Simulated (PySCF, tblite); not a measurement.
# C₄H₁₁BSi+ (doublet): geometry, infrared bands and EPR parameters

What infrared bands and EPR parameters should C₄H₁₁BSi+ (doublet) (`BC[SiH2]C[CH+][CH2]`) show?

Programs: tblite 0.8.0 and PySCF 2.14.0, with density-fitted response routines of our own. Each step states its level of theory. These are calculated values for one molecule in the gas phase, unless marked as measured. Atoms count from 0, in the outputs and in this text.

## (1) The molecule as given

17 atoms, charge 1, multiplicity 2; geometry from: force field or distance geometry start.

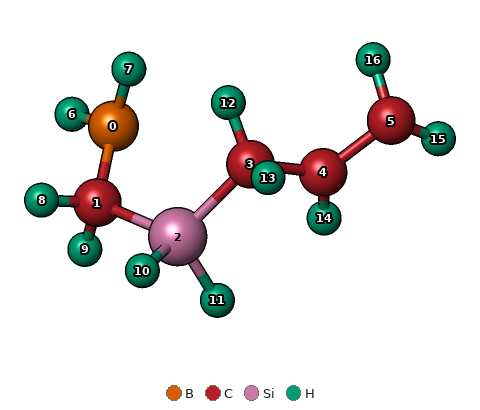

The starting geometry (boron orange, carbon red, silicon pink, hydrogen teal), atoms numbered; sticks join atoms by distance.

## (2) Relaxing the molecule with GFN2-xTB

What the job is given:

```
{"job": {"kind": "relax", "xc": "GFN2-xTB", "basis": "xTB"}, "charge": 1, "multiplicity": 2}
B     -2.076900     0.985600     0.550800
C     -2.131600    -0.384100    -0.186100
Si    -0.499500    -1.151200    -0.572300
C      0.933000    -0.592800     0.417000
C      1.777800     0.355900    -0.342200
C      3.006300     0.945600     0.244200
H     -3.077000     1.664800     0.494200
H     -1.526300     1.023700     1.602400
H     -2.787400    -1.144500     0.338400
H     -2.669200    -0.223600    -1.151000
H     -0.648600    -2.613000    -0.419000
H     -0.215400    -0.899500    -1.988800
H      0.672700    -0.216700     1.441700
H      1.591200    -1.490500     0.595800
H      1.451100     0.608000    -1.352200
H      3.479500     1.591900    -0.513100
H      2.713400     1.552300     1.129300
```

Started as:

```bash
$ OMP_NUM_THREADS=1 python probes_run.py task.json out
```

This one command runs all jobs of the session in turn.

Output:

```text
step      E/eV     max force
  0    -449.54335    5.754
  1    -450.37234    3.151
  2    -450.80117    2.367
  3    -451.09566    1.230
  4    -451.26767    1.367
  5    -451.33985    0.852
  6    -451.38825    0.519
  7    -451.42184    0.496
  8    -451.45412    0.516
  9    -451.48003    0.442
 10    -451.50281    0.430
 11    -451.52439    0.481
 12    -451.54529    0.329
 13    -451.55954    0.240
 14    -451.56796    0.256
 15    -451.57535    0.328
 16    -451.58231    0.267
 17    -451.58882    0.201
 18    -451.59512    0.185
 19    -451.60081    0.242
 20    -451.60615    0.246
 21    -451.61173    0.198
 22    -451.61715    0.211
 23    -451.62188    0.230
 24    -451.62599    0.168
 25    -451.63011    0.171
 26    -451.63579    0.190
 27    -451.64349    0.305
 28    -451.65162    0.357
 29    -451.65957    0.304
 30    -451.66960    0.294
 31    -451.68307    0.383
 32    -451.69725    0.368
 33    -451.71013    0.427
 34    -451.71838    0.345
 35    -451.72062    0.467
 36    -451.73108    0.240
 37    -451.73792    0.145
 38    -451.74570    0.321
 39    -451.75080    0.227
 40    -451.75559    0.217
 41    -451.76209    0.173
 42    -451.76722    0.172
 43    -451.77471    0.177
 44    -451.77918    0.250
 45    -451.78487    0.380
 46    -451.79219    0.333
 47    -451.80296    0.274
 48    -451.81081    0.217
 49    -451.81904    0.252
 50    -451.82915    0.239
 51    -451.83980    0.241
 52    -451.84628    0.186
 53    -451.84978    0.236
 54    -451.85393    0.169
 55    -451.85824    0.203
 56    -451.86286    0.237
 57    -451.86852    0.239
 58    -451.87656    0.195
 59    -451.88365    0.174
 60    -451.88905    0.177
 61    -451.89207    0.197
 62    -451.89460    0.210
 63    -451.89828    0.197
 64    -451.90256    0.196
 65    -451.90599    0.158
 66    -451.90814    0.172
 67    -451.91011    0.110
 68    -451.91236    0.116
 69    -451.91445    0.108
 70    -451.91597    0.093
 71    -451.91746    0.102
 72    -451.91901    0.098
 73    -451.92076    0.108
 74    -451.92233    0.090
 75    -451.92347    0.060
 76    -451.92422    0.056
 77    -451.92475    0.056
 78    -451.92519    0.058
 79    -451.92564    0.061
 80    -451.92607    0.070
 81    -451.92652    0.102
 82    -451.92710    0.121
 83    -451.92794    0.108
 84    -451.92893    0.078
 85    -451.92975    0.071
 86    -451.93031    0.069
 87    -451.93086    0.089
 88    -451.93180    0.105
 89    -451.93358    0.121
 90    -451.93628    0.139
 91    -451.93916    0.134
 92    -451.94152    0.120
 93    -451.94304    0.114
 94    -451.94460    0.108
 95    -451.94659    0.148
 96    -451.94987    0.161
 97    -451.95395    0.128
 98    -451.95669    0.155
 99    -451.95862    0.138
100    -451.96130    0.167
101    -451.96483    0.121
102    -451.96683    0.076
103    -451.96785    0.078
104    -451.96870    0.091
105    -451.96977    0.085
106    -451.97160    0.113
107    -451.97446    0.125
108    -451.97766    0.119
109    -451.97949    0.120
110    -451.98114    0.109
111    -451.98246    0.108
112    -451.98381    0.084
113    -451.98504    0.079
114    -451.98640    0.098
115    -451.98824    0.092
116    -451.98995    0.094
117    -451.99135    0.098
118    -451.99269    0.104
119    -451.99425    0.102
120    -451.99583    0.097
121    -451.99707    0.096
122    -451.99797    0.074
123    -451.99887    0.060
124    -452.00013    0.068
125    -452.00202    0.095
126    -452.00389    0.095
127    -452.00529    0.077
128    -452.00630    0.057
129    -452.00714    0.077
130    -452.00832    0.096
131    -452.01009    0.103
132    -452.01180    0.077
133    -452.01290    0.080
134    -452.01431    0.119
135    -452.01619    0.116
136    -452.02085    0.126
137    -452.02564    0.179
138    -452.02980    0.193
139    -452.03327    0.137
140    -452.03426    0.142
141    -452.03732    0.120
142    -452.03928    0.118
143    -452.04305    0.130
144    -452.04978    0.211
145    -452.05722    0.262
146    -452.06540    0.232
147    -452.06964    0.237
148    -452.07537    0.220
149    -452.07782    0.224
150    -452.08129    0.128
151    -452.08499    0.114
152    -452.08720    0.122
153    -452.09057    0.199
154    -452.09425    0.194
155    -452.09855    0.207
156    -452.10177    0.143
157    -452.10589    0.104
158    -452.10823    0.124
159    -452.10956    0.073
160    -452.11067    0.075
161    -452.11167    0.114
162    -452.11255    0.072
163    -452.11324    0.047
164    -452.11378    0.061
165    -452.11437    0.063
166    -452.11486    0.060
167    -452.11536    0.049
168    -452.11585    0.068
169    -452.11627    0.039
170    -452.11654    0.038
171    -452.11675    0.036
172    -452.11698    0.045
173    -452.11726    0.048
174    -452.11766    0.058
175    -452.11815    0.066
176    -452.11868    0.054
177    -452.11918    0.057
178    -452.11963    0.065
179    -452.12008    0.062
180    -452.12056    0.049
181    -452.12100    0.057
182    -452.12141    0.061
183    -452.12188    0.079
184    -452.12251    0.083
185    -452.12318    0.079
186    -452.12376    0.064
187    -452.12412    0.060
188    -452.12450    0.050
189    -452.12486    0.050
190    -452.12524    0.045
191    -452.12555    0.038
192    -452.12573    0.031
193    -452.12589    0.034
194    -452.12599    0.026
195    -452.12607    0.023
196    -452.12613    0.021
197    -452.12619    0.017
198    -452.12623    0.015
199    -452.12626    0.014
200    -452.12628    0.012
201    -452.12630    0.012
202    -452.12631    0.009
```

It took 2.4 s on 1 thread of Arm Neoverse N1, shared host; peak memory 0.18 GiB.

Relaxation path: (not every step is listed)

| step | energy from step 0 (eV) | largest force (eV/Å) |
| --- | --- | --- |
| 0 | 0.0000 | 5.7541 |
| 1 | -0.8290 | 3.1513 |
| 2 | -1.2578 | 2.3668 |
| 3 | -1.5523 | 1.2299 |
| 4 | -1.7243 | 1.3667 |
| 5 | -1.7965 | 0.8523 |
| 6 | -1.8449 | 0.5187 |
| 7 | -1.8785 | 0.4962 |
| 8 | -1.9108 | 0.5164 |
| 26 | -2.0924 | 0.1897 |
| 44 | -2.2358 | 0.2501 |
| 62 | -2.3513 | 0.2095 |
| 80 | -2.3827 | 0.0699 |
| 98 | -2.4133 | 0.1552 |
| 116 | -2.4466 | 0.0945 |
| 134 | -2.4710 | 0.1193 |
| 152 | -2.5439 | 0.1224 |
| 170 | -2.5732 | 0.0382 |
| 188 | -2.5812 | 0.0497 |
| 197 | -2.5828 | 0.0166 |
| 198 | -2.5829 | 0.0153 |
| 199 | -2.5829 | 0.0137 |
| 200 | -2.5829 | 0.0122 |
| 201 | -2.5830 | 0.0121 |
| 202 | -2.5830 | 0.0094 |

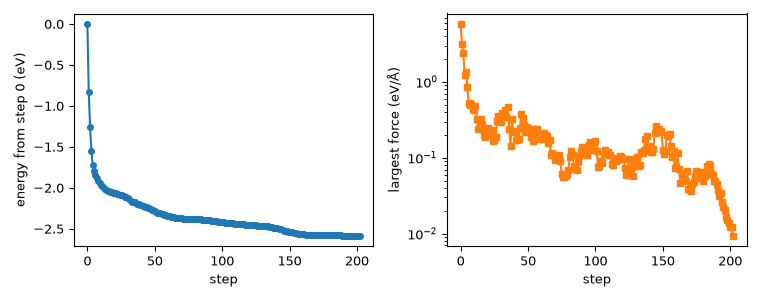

Energy and largest force along the relaxation.

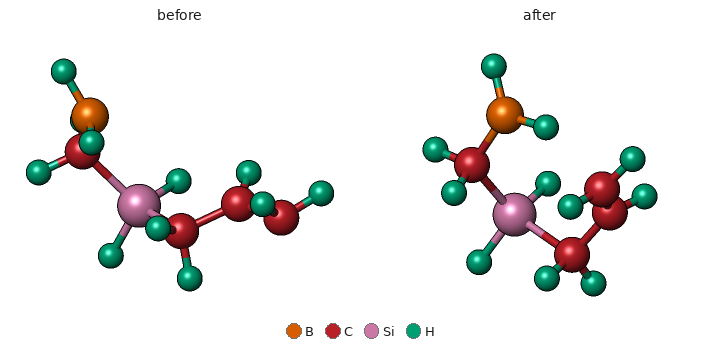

Before and after, at one scale.

Distances of close pairs at the start and the end, largest changes first:

| bond | before (Å) | after (Å) | change (Å) |
| --- | --- | --- | --- |
| Si2–C3 | 1.828 | 2.017 | +0.189 |
| C4–C5 | 1.484 | 1.362 | -0.121 |
| C1–Si2 | 1.844 | 1.922 | +0.078 |
| C3–C4 | 1.480 | 1.434 | -0.046 |
| B0–H6 | 1.210 | 1.165 | -0.045 |
| C3–H13 | 1.127 | 1.086 | -0.042 |
| C1–H8 | 1.133 | 1.095 | -0.038 |
| C3–H12 | 1.122 | 1.086 | -0.036 |

The final coordinates are the input of the step that follows.

## (3) Harmonic vibrations with GFN2-xTB

What the job is given:

```
{"job": {"kind": "ir", "xc": "GFN2-xTB", "basis": "xTB"}, "charge": 1, "multiplicity": 2}
B     -1.492820     1.344599     0.072916
C     -1.747227    -0.165617     0.242132
Si    -0.626772    -1.373208    -0.747811
C      1.219287    -1.096222     0.016463
C      1.625762     0.258265    -0.223218
C      1.498067     1.256985     0.694630
H     -2.276623     2.119587    -0.304635
H     -0.401770     1.756260     0.327870
H     -1.615093    -0.429498     1.296775
H     -2.771012    -0.445242    -0.016581
H     -0.909833    -2.769515    -0.422993
H     -0.536014    -1.057374    -2.171212
H      1.152091    -1.354873     1.069399
H      1.801975    -1.825768    -0.537440
H      1.992309     0.500491    -1.212318
H      1.858205     2.251968     0.489812
H      1.222471     1.041191     1.715224
```

Output:

```text
mode    cm-1     km/mol
  1      83.7      0.99
  2     117.1      1.52
  3     163.0      7.25
  4     170.5      2.70
  5     198.7      1.29
  6     257.2      3.46
  7     363.0     17.99
  8     410.2      6.34
  9     457.9     48.26
 10     478.5     53.15
 11     502.1      5.88
 12     588.6     17.70
 13     613.0     20.19
 14     640.1      7.14
 15     685.2     34.93
 16     731.4    157.37
 17     770.1     16.16
 18     803.0     99.85
 19     817.9    118.38
 20     904.0      2.56
 21     933.4     27.21
 22     948.3     20.28
 23     961.6     22.99
 24    1008.6     17.70
 25    1050.1      4.86
 26    1067.7     12.14
 27    1101.0    179.10
 28    1145.0    132.47
 29    1204.8     13.49
 30    1268.6      7.22
 31    1357.9      8.00
 32    1371.2     16.68
 33    1429.0      7.05
 34    1532.5     49.44
 35    2294.3     62.54
 36    2304.8    249.40
 37    2343.4     82.20
 38    2685.0      6.66
 39    2928.5      6.64
 40    2960.5      7.23
 41    3014.8     16.30
 42    3034.5      1.35
 43    3067.6      3.40
 44    3092.7      9.72
 45    3132.2      1.62
```

Run time: 0.9 s. Hardware: 1 thread of Arm Neoverse N1, shared host; peak memory 0.18 GiB.

The strongest bands and the atoms that carry them (share of the mass-weighted mode):

| cm⁻¹ | km/mol | atoms |
| --- | --- | --- |
| 731 | 157.4 | H11 45 %, H10 40 % |
| 803 | 99.8 | H7 30 %, H6 17 %, B0 15 %, C1 15 % |
| 818 | 118.4 | H7 20 %, H6 18 %, H8 15 %, B0 12 % |
| 1101 | 179.1 | H9 27 %, C1 15 %, H12 15 % |
| 1145 | 132.5 | B0 28 %, H7 25 %, H6 23 % |
| 2294 | 62.5 | H10 83 %, H11 15 % |
| 2305 | 249.4 | H11 82 %, H10 14 % |
| 2343 | 82.2 | H7 92 % |

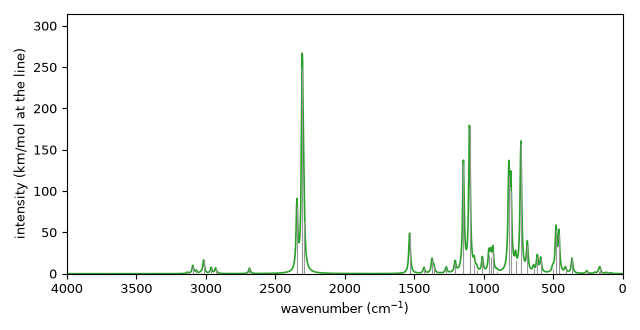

The infrared spectrum from these modes, unscaled. Lines are broadened to a width of 14 cm⁻¹ (Lorentzian).

## (4) EPR parameters: B3LYP/pcH-1

Same as in step 3 but for these lines:

```diff
@@ -1,2 +1,2 @@
-{"job": {"kind": "ir", "xc": "GFN2-xTB", "basis": "xTB"}, "charge": 1, "multiplicity": 2}
+{"job": {"kind": "epr", "basis": "pcH-1"}, "charge": 1, "multiplicity": 2}
 B     -1.492820     1.344599     0.072916
```

Level: UKS B3LYP, pcH-1 on B C H Si, non-relativistic, mean-field spin-orbit, GIAO.

Output:

```text
UKS, coarse grid
  cycle   1  E = -473.03209288  |g| = 3.07e-01
  cycle   2  E = -473.01422865  |g| = 3.43e-01
  cycle   3  E = -473.07439596  |g| = 5.25e-02
  cycle   4  E = -473.07571945  |g| = 2.38e-02
  cycle   5  E = -473.07603479  |g| = 6.27e-03
  cycle   6  E = -473.07605871  |g| = 2.20e-03
  cycle   7  E = -473.07606164  |g| = 9.68e-04
UKS, final grid
  cycle   1  E = -473.07608852  |g| = 1.31e-03
  cycle   2  E = -473.07608713  |g| = 2.11e-03
  cycle   3  E = -473.07608950  |g| = 1.58e-04
  cycle   4  E = -473.07608952  |g| = 7.98e-05
  cycle   5  E = -473.07608953  |g| = 2.99e-05
  cycle   6  E = -473.07608953  |g| = 9.36e-06
E = -473.07608953 Eh   <S^2> = 0.7534 (exact 0.7500)
g shifts (ppm)      1          2          3
  rmc          -149       -149       -149
  gc              4         40         37
  oz_so         -12        998       2749
  total        -157        890       2637
hyperfine (MHz)  atom isotope    a_iso     a_fc   dipolar eigenvalues
    0   11B      20.66      20.67     -9.74     -8.90     18.64
    1   13C       1.61       1.58     -3.30     -2.62      5.92
    2  29Si      -9.64      -9.64    -31.79     15.70     16.09
    3   13C       6.24       6.23    -15.97    -13.98     29.95
    4   13C      -2.58      -2.56    -18.86    -15.40     34.26
    5   13C      43.13      43.19    -38.48    -36.98     75.45
    6    1H      64.36      64.36     -4.28     -2.13      6.40
    7    1H     166.12     166.12    -13.51     -9.04     22.55
    8    1H       6.69       6.68     -1.69     -1.45      3.14
    9    1H      63.93      63.93     -2.56     -1.91      4.48
   10    1H      27.70      27.70     -2.49     -0.60      3.09
   11    1H       1.94       1.94     -1.92     -1.35      3.27
   12    1H      13.63      13.62     -4.46     -3.41      7.87
   13    1H      48.71      48.71     -7.88     -3.58     11.45
   14    1H     -12.87     -12.87     -9.04     -3.61     12.65
   15    1H     -29.08     -29.08    -17.99     -3.54     21.53
   16    1H     -28.44     -28.44    -16.85     -3.78     20.63
```

Run time: 2.1 min. Hardware: 1 thread of Arm Neoverse N1, shared host; peak memory 0.97 GiB.

Principal g values 2.00216, 2.00321, 2.00496; g(iso) = 2.00344, against 2.00232 for a free electron.

Mean a(iso) over the nuclei that a row names, and the largest dipolar term of the row (other rows stand at the frozen geometry):

| nuclei | isotope | a(iso) (MHz) | a(iso) (G, at g = 2.0023) | largest dipolar term (MHz) |
| --- | --- | --- | --- | --- |
| H6, H7 | 1H | 115.2 | 41.1 | 22.6 |
| C5 | 13C | 43.1 | 15.4 | 75.5 |
| H8, H9 | 1H | 35.3 | 12.6 | 4.5 |
| H12, H13 | 1H | 31.2 | 11.1 | 11.5 |
| H15, H16 | 1H | -28.8 | -10.3 | 21.5 |
| B0 | 11B | 20.7 | 7.4 | 18.6 |
| H10, H11 | 1H | 14.8 | 5.3 | 3.3 |
| H14 | 1H | -12.9 | -4.6 | 12.7 |
| Si2 | 29Si | -9.6 | -3.4 | -31.8 |
| C3 | 13C | 6.2 | 2.2 | 30.0 |
| C4 | 13C | -2.6 | -0.9 | 34.3 |
| C1 | 13C | 1.6 | 0.6 | 5.9 |

Mulliken spin populations:

B0 0.08; C1 0.01; Si2 0.08; C3 0.13; C4 0.18; C5 0.44; H6 0.02; H7 0.04; H8 0.00; H9 0.02; H10 0.01; H11 0.00; H12 0.00; H13 0.02; H14 -0.01; H15 -0.02; H16 -0.02

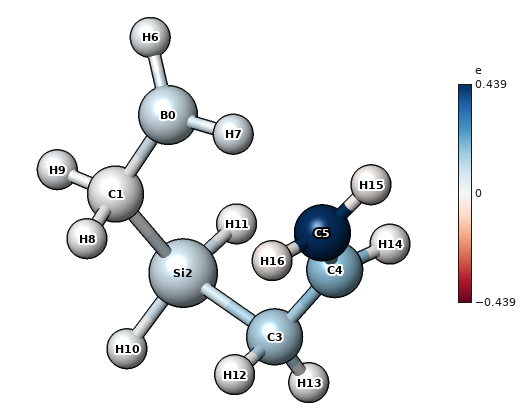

Mulliken spin populations, as colours on the atoms.

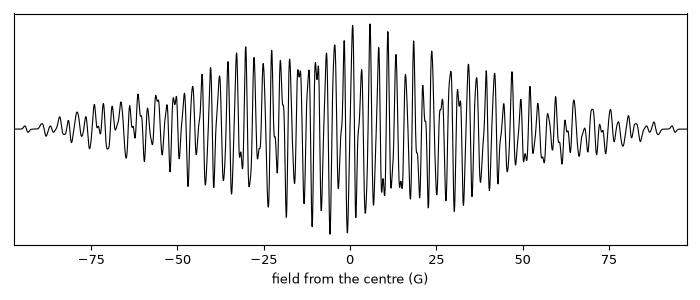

First-order isotropic spectrum (first derivative, main isotopes with spin only, couplings over 0.8 MHz, Gaussian width 0.5 G; couplings of the frozen geometry, rotation of groups not averaged beyond the rows shown).

Orbitals, density, ELF and potential are computed afterwards from the orbital file.

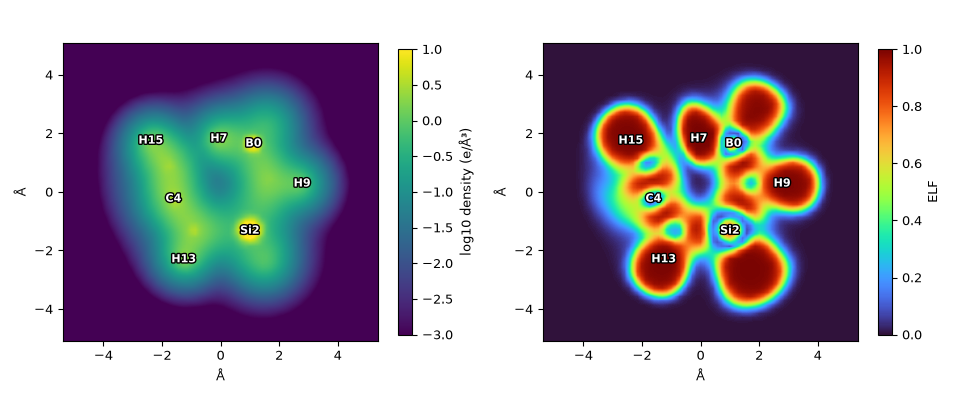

Density (left) and ELF (right) in a plane through or near 7 of the atoms.

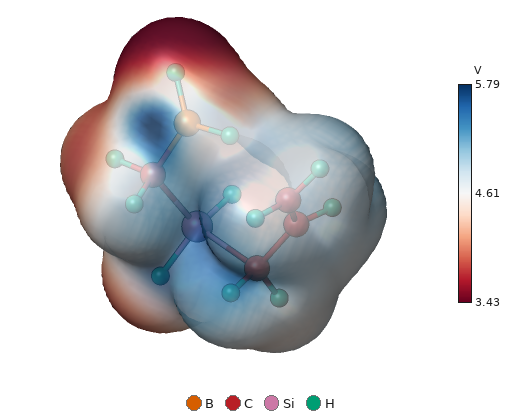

The potential that a unit positive charge feels on the 0.002 e/bohr³ surface, from 3.43 to 5.79 V.

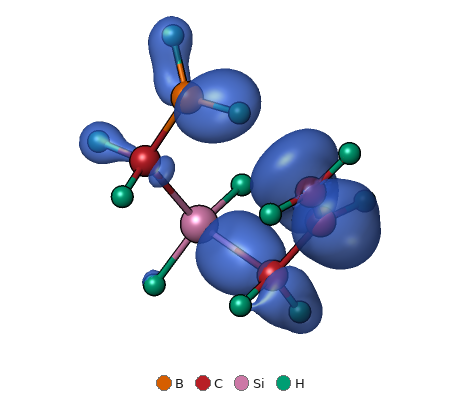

Spin density at ±0.02 e/Å³ (alpha excess blue, beta excess red).

## (5) Outcome

| quantity | value |
| --- | --- |
| strongest single infrared mode (GFN2-xTB) | 2305 cm⁻¹, 249 km/mol |
| zero-point energy (GFN2-xTB) | 81.5 kcal/mol |
| g(iso) (B3LYP) | 2.00344 |
| ⟨S²⟩ | 0.753 (exact 0.75) |
| largest a(iso) (averaged by class) | 1H on H6, H7, 115.2 MHz |

What this shows: The optimisation took 202 steps and gained 2.583 eV; among the close pairs (by a distance rule), Si2–C3 changed most, from 1.828 to 2.017 Å. No mode is imaginary among the 45: a minimum at this level. The strongest single mode, at 2305 cm⁻¹, moves mainly H11. Unscaled tight-binding wavenumbers are off by several per cent, some by more. Its intensities can rank the bands wrongly. C5 carries the largest spin population, 0.44 e. The isotropic g lies 1.1 ppt above the free-electron value.
